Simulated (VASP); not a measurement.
# ZrH2: convergence with the SCF threshold and plane-wave cutoff, part 3 of 3

How sensitive are energy and pressure of ZrH2 to the SCF threshold and plane-wave cutoff? The series runs use PBEsol. The start is a computed cell from the Materials Project.

VASP 6.6.1; PBEsol; plane waves and PAW (Zr_sv, H).

So far. Step 15 (Plane-wave cutoff: ENCUT = 400): Against the run before the energy moves by -6.29 meV an atom and the pressure by +1.19 GPa, after 12 cycles in 9.4 s.

## 16. Plane-wave cutoff: ENCUT = 500

INCAR reads:

```
SYSTEM = ZrH2
PREC = Accurate
ENCUT = 500
EDIFF = 1E-06
NELM = 100
ISMEAR = -1
SIGMA = 0.05
LREAL = .FALSE.
ALGO = Normal
GGA = PS
NBANDS = 13
LASPH = .TRUE.
LORBIT = 11
LWAVE = .FALSE.
LCHARG = .FALSE.
KPAR = 4
ISIF = 2
```

POSCAR reads:

```
ZrH2
1.0
    0.0000000000      2.4092250000      2.4092250000
    2.4092250000      0.0000000000      2.4092250000
    2.4092250000      2.4092250000      0.0000000000
Zr H
1 2
Direct
    0.0000000000      0.0000000000      0.0000000000
    0.7500000000      0.7500000000      0.7500000000
    0.2500000000      0.2500000000      0.2500000000
```

KPOINTS reads:

```
Automatic mesh
0
Gamma
8 8 8
0 0 0
```

Potentials, in the order of the species: Zr_sv and H (PBE family, release 64).

The run is started by

```bash
> mpirun -np 4 vasp_std
```

Output:

```text
[... set-up lines as in an earlier step ...]
 entering main loop
       N       E                     dE             d eps       ncg     rms          rms(c)
DAV:   1     0.830816128349E+02    0.83082E+02   -0.75450E+03   754   0.104E+03
DAV:   2    -0.157909655056E+02   -0.98873E+02   -0.95319E+02   954   0.272E+02
DAV:   3    -0.189044416665E+02   -0.31135E+01   -0.30820E+01  1172   0.424E+01
DAV:   4    -0.189663855034E+02   -0.61944E-01   -0.61930E-01   893   0.530E+00
[...]
DAV:  10    -0.175751208468E+02    0.13481E-03   -0.14091E-04   874   0.117E-01    0.351E-02
DAV:  11    -0.175751205137E+02    0.33310E-06   -0.18523E-05   970   0.423E-02    0.316E-03
DAV:  12    -0.175751204954E+02    0.18330E-07   -0.79669E-07   701   0.730E-03
   1 F= -.17575120E+02 E0= -.17569263E+02  d E =-.117142E-01
```

Run time: 13 s. Hardware: 4 MPI ranks of AMD EPYC 7R43, shared host; peak memory 0.49 GiB; 42 s of CPU time.

From OUTCAR (step 16):

```text
  Total       -0.8044664     -0.8044664     -0.8044664      0.0000000      0.0000000      0.0000000
  in kB      -46.0846606    -46.0846606    -46.0846606      0.0000000      0.0000000      0.0000000
  external PRESSURE =     -46.0846606 kB  Pullay stress =       0.0000000 kB

 POSITION                                       TOTAL-FORCE (eV/Angst)
 -----------------------------------------------------------------------------------
      0.00000      0.00000      0.00000        -0.000000      0.000000      0.000000
      3.61384      3.61384      3.61384         0.000000      0.000000      0.000000
      1.20461      1.20461      1.20461        -0.000000     -0.000000     -0.000000
 -----------------------------------------------------------------------------------
    total drift:                               -0.000000     -0.000000      0.000000

  FREE ENERGIE OF THE ION-ELECTRON SYSTEM (eV)
  ---------------------------------------------------
  free  energy   TOTEN  =       -17.5751204954 eV

  energy  without entropy=      -17.5634062900  energy(sigma->0) =      -17.56926339

[... 1 part as in an earlier step ...]

[... 2 further parts left out ...]
[key lines of the parts left out:]
E-fermi :   8.2910
```

Against the run before the energy moves by -1.92 meV an atom and the pressure by +0.47 GPa, after 12 cycles in 13 s.

## 17. The plane-wave cutoff series as a table

This step: convergence of PBEsol results with the cutoff; plane waves and PAW (VASP 6.6.1).

Derived from the runs above.

Differences are taken from the run with ENCUT = 500. Results of the series, by row:

| setting | status | energy less the reference (meV/atom) | pressure (GPa) | SCF cycles | wall time (s) |
| --- | --- | --- | --- | --- | --- |
| ENCUT = 150 | converged | 275.6 | -130.2 | 13 | 5 |
| ENCUT = 190 | converged | 35.37 | -29.62 | 14 | 5.6 |
| ENCUT = 220 | converged | 30.02 | -12.19 | 13 | 5.4 |
| ENCUT = 250 | converged | 14.38 | -7.339 | 13 | 6.6 |
| ENCUT = 290 | converged | 10.42 | -6.429 | 13 | 7 |
| ENCUT = 320 | converged | 8.201 | -6.266 | 13 | 7.4 |
| ENCUT = 400 | converged | 1.916 | -5.079 | 12 | 9.4 |
| ENCUT = 500 | converged | 0 | -4.608 | 12 | 12.8 |

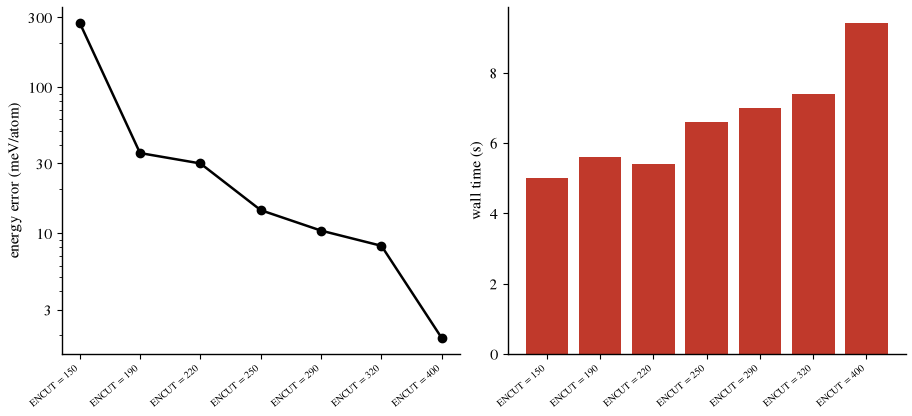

The energy error in size, against the reference run (errors under 0.01 are drawn at 0.01), and the wall time by setting.

## 18. Summary of results

| Quantity | Value |
| --- | --- |
| SCF threshold from which the energy stays within 10 meV/atom of the reference | EDIFF = 0.01 |
| SCF threshold from which the energy stays within 1 meV/atom of the reference | EDIFF = 0.01 |
| SCF threshold from which the pressure stays within 0.2 GPa of the reference | EDIFF = 1E-04 |
| spread of the pressure over the SCF threshold | 0.799 GPa |
| spread of the energy over the SCF threshold | 0.0488 meV/atom |
| plane-wave cutoff from which the energy stays within 10 meV/atom of the reference | ENCUT = 320 |
| plane-wave cutoff from which the energy stays within 1 meV/atom of the reference | none before the reference itself |
| plane-wave cutoff from which the pressure stays within 0.2 GPa of the reference | none before the reference itself |
| spread of the pressure over the plane-wave cutoff | 126 GPa |
| spread of the energy over the plane-wave cutoff | 276 meV/atom |

What this shows: From EDIFF = 0.01 on, the energy stays within 1 meV an atom of the reference, at 78 % of its time. The pressure holds within 0.2 GPa from EDIFF = 1E-04 on. The loosest stop saves 7 of 15 cycles and costs +0.0 meV an atom, -0.79 GPa. No run before the reference (ENCUT = 500) settles within 1 meV an atom of it; the nearest step is off by +1.9 meV an atom, -0.47 GPa. The pressure doesn't settle within 0.2 GPa before the reference. These cutoffs are 0.6 to 2 times the default of the data sets, about 250 eV; at the default the run is off by +14.4 meV an atom, -2.73 GPa, and at 1.3 times by +8.2 meV an atom, -1.66 GPa. Energy differences between like cells converge faster than these totals. Differences are taken from the run with ENCUT = 500, which is itself not the exact limit. Forces vanish by symmetry in this cell, so the series can't test them. The runs at ENCUT = 150; ENCUT = 190; ENCUT = 220; ENCUT = 250 are over 30 meV an atom or 2 GPa off and describe the material poorly.

[Lines on the potential files, build, host, timing and source positions are cut from VASP's logs without a mark.]

[Logs are printed without paths, hosts, clocks, repeated set-up lines and the standing remarks that a program may print on its own settings, such as how far it seeks lower states.]

[Hosts, paths, dates, database ids (printed as entryN), source tags and the programs' standing remarks are cut or masked in the printed files.]

[A measured line is paired with the nearest computed mode of its activity, which favours agreement.]
